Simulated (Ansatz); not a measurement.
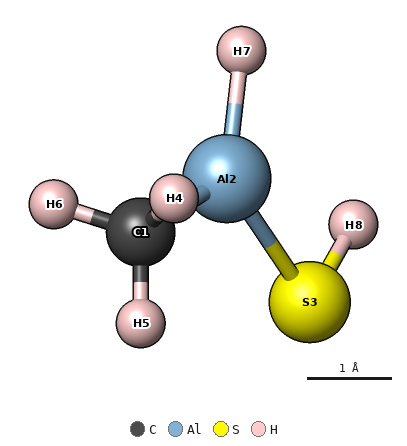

**Figure 1.** The structure as given in the input (ball-and-stick view, seen at a tilt; atoms are numbered from 1 in the order of the input). Sticks mark near contacts. Bond lengths as drawn: Al–C 1.94 Å, Al–H 1.58 Å, Al–S 2.19 Å, C–H 1.09 Å and H–S 1.34 Å.

## What a change does: single-point calculation on CH5AlS

System: CH5AlS, SMILES [CH3][AlH][SH].
Method of run A: RHF-CCSD(T), frozen core/def2-TZVPP (Ansatz 0.2.0).

The geometry comes from this level: PBE0-D4/def2-TZVP. Text and figures count atoms from 1; the logs count them from 0 in places.

**Input file, run A**
```yaml
crystal:
  periodic: [false, false, false]
  atoms:
    - {symbol: C, position_ang: [-0.729037, 1.066682, -0.417875]}
    - {symbol: Al, position_ang: [0.571500, -0.326575, -0.037903]}
    - {symbol: S, position_ang: [-0.003731, -1.933243, 1.331902]}
    - {symbol: H, position_ang: [-0.342770, 2.048268, -0.124316]}
    - {symbol: H, position_ang: [-1.676349, 0.908561, 0.102414]}
    - {symbol: H, position_ang: [-0.938042, 1.121302, -1.491202]}
    - {symbol: H, position_ang: [2.030232, -0.381199, -0.654312]}
    - {symbol: H, position_ang: [1.180296, -2.560898, 1.235491]}
basis:
  gaussian: {orbitals: def2-TZVPP}
correlation: {method: ccsd_t}
```

Hardware: 2 CPU threads, shared host.

**Output (run A)**
```
Functional definition: HF
  exchange = exact_x
  correlation = 0
1050 factors; integrals over basis functions are off by at most 1.2e-3 eV
mean field evaluation 1: about -18509.7781 eV, gradient 2.9e1 eV
mean field evaluation 2: about -18509.8858 eV, gradient 2.9e1 eV
mean field evaluation 4: about -18512.2199 eV, gradient 2.5e0 eV
mean field evaluation 8: about -18512.2584 eV, gradient 1.8e-1 eV
mean field evaluation 16: about -18509.7785 eV, gradient 2.9e1 eV
mean field -18512.25851885 eV, -680.3129525082 hartree, gradient 3.5e-6 eV, S^2 0.000000; 0 other end points of the search recorded, 0 dependent functions left out
11 core orbitals not correlated: weight in the atoms' cores, before any rotation towards them, 1.000 or more for the frozen orbitals, at most 0.000 for the correlated occupied ones
reference -18512.25851885 eV, -680.3129525082 hartree; 9, 9 occupied and 165, 165 virtual orbitals, 1050 factors
second order -11.95751998 eV of doubles, -0.00000000 eV of singles
cycle   1  -12.78493853 eV  change   -8.3e-1 eV  update   7.3e-2
cycle   2  -13.12871553 eV  change   -3.4e-1 eV  update   2.3e-2
cycle   3  -13.16624021 eV  change   -3.8e-2 eV  update   8.2e-3
cycle   4  -13.16330511 eV  change    2.9e-3 eV  update   2.4e-3
cycle   5  -13.16258871 eV  change    7.2e-4 eV  update   9.8e-4
cycle   6  -13.16237922 eV  change    2.1e-4 eV  update   3.2e-4
cycle   7  -13.16237397 eV  change    5.2e-6 eV  update   1.0e-4
cycle   8  -13.16240106 eV  change   -2.7e-5 eV  update   3.8e-5
cycle   9  -13.16239742 eV  change    3.6e-6 eV  update   1.2e-5
perturbative correction -0.51994438 eV, -0.0191076035 hartree
Total energy: -18525.94086065 eV, -680.8157692951 hartree
```

For run B the input was changed thus:
```diff
-    - {symbol: H, position_ang: [-0.342770, 2.048268, -0.124316]}
-    - {symbol: H, position_ang: [-1.676349, 0.908561, 0.102414]}
-    - {symbol: H, position_ang: [-0.938042, 1.121302, -1.491202]}
-    - {symbol: H, position_ang: [2.030232, -0.381199, -0.654312]}
-    - {symbol: H, position_ang: [1.180296, -2.560898, 1.235491]}
+    - {symbol: H, position_ang: [-0.862481, 1.670582, 0.486676]}
+    - {symbol: H, position_ang: [-1.712735, 0.664181, -0.675448]}
+    - {symbol: H, position_ang: [-0.415696, 1.738389, -1.220619]}
+    - {symbol: H, position_ang: [2.084242, -0.323371, -0.501758]}
+    - {symbol: H, position_ang: [-1.319542, -1.766657, 1.117299]}
```

What does this change do to the results?

With the same method and basis, run B lies 1.1 kcal/mol higher.

**Output (run B)**
```
Functional definition: HF
  exchange = exact_x
  correlation = 0
1050 factors; integrals over basis functions are off by at most 1.4e-3 eV
mean field evaluation 1: about -18509.7317 eV, gradient 2.8e1 eV
mean field evaluation 2: about -18509.8413 eV, gradient 2.9e1 eV
mean field evaluation 4: about -18512.1680 eV, gradient 2.5e0 eV
mean field evaluation 8: about -18512.2069 eV, gradient 2.1e-1 eV
mean field evaluation 16: about -18509.7327 eV, gradient 2.8e1 eV
mean field -18512.20712190 eV, -680.3110637051 hartree, gradient 3.3e-6 eV, S^2 0.000000; 0 other end points of the search recorded, 0 dependent functions left out
11 core orbitals not correlated: weight in the atoms' cores, before any rotation towards them, 1.000 or more for the frozen orbitals, at most 0.000 for the correlated occupied ones
reference -18512.20712190 eV, -680.3110637051 hartree; 9, 9 occupied and 165, 165 virtual orbitals, 1050 factors
second order -11.96261627 eV of doubles, -0.00000000 eV of singles
cycle   1  -12.78830095 eV  change   -8.3e-1 eV  update   7.3e-2
cycle   2  -13.13162475 eV  change   -3.4e-1 eV  update   2.3e-2
cycle   3  -13.17010010 eV  change   -3.8e-2 eV  update   8.3e-3
cycle   4  -13.16720424 eV  change    2.9e-3 eV  update   2.4e-3
cycle   5  -13.16646325 eV  change    7.4e-4 eV  update   9.9e-4
cycle   6  -13.16625528 eV  change    2.1e-4 eV  update   3.3e-4
cycle   7  -13.16624816 eV  change    7.1e-6 eV  update   1.1e-4
cycle   8  -13.16627873 eV  change   -3.1e-5 eV  update   4.2e-5
cycle   9  -13.16627522 eV  change    3.5e-6 eV  update   1.3e-5
perturbative correction -0.52023261 eV, -0.0191181958 hartree
Total energy: -18525.89362973 eV, -680.8140335907 hartree
```

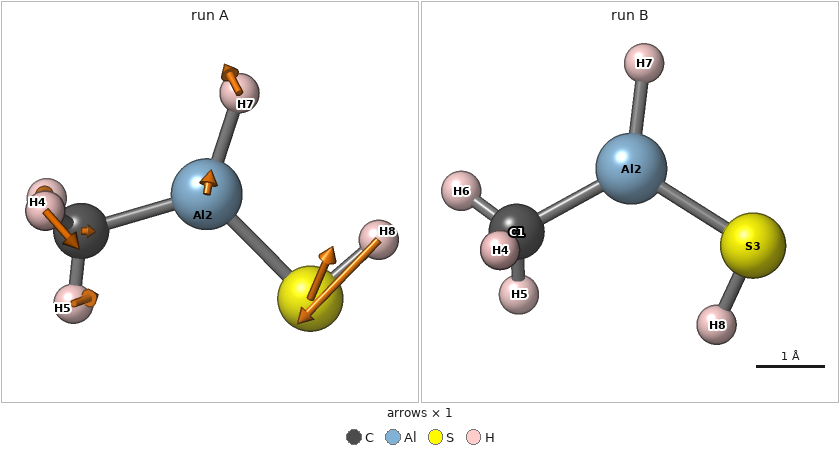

**Figure 2.** The two input geometries at one scale (ball-and-stick view, seen on its broad side). The orange arrows on the first give the shifts of the atoms after the best rigid fit, at true length. H8 moves most after the best rigid fit: 1.75 Å. By element the largest moves are H 1.75 Å, S 0.98 Å, Al 0.40 Å, C 0.23 Å.

**The two runs side by side**

| quantity | run A | run B |
| --- | --- | --- |
| outcome | converged | converged |
| total energy (hartree) | −680.815769 | −680.814034 |
| basis functions | 185 | 185 |
| wall time (shared host) | 17 s | 15 s |
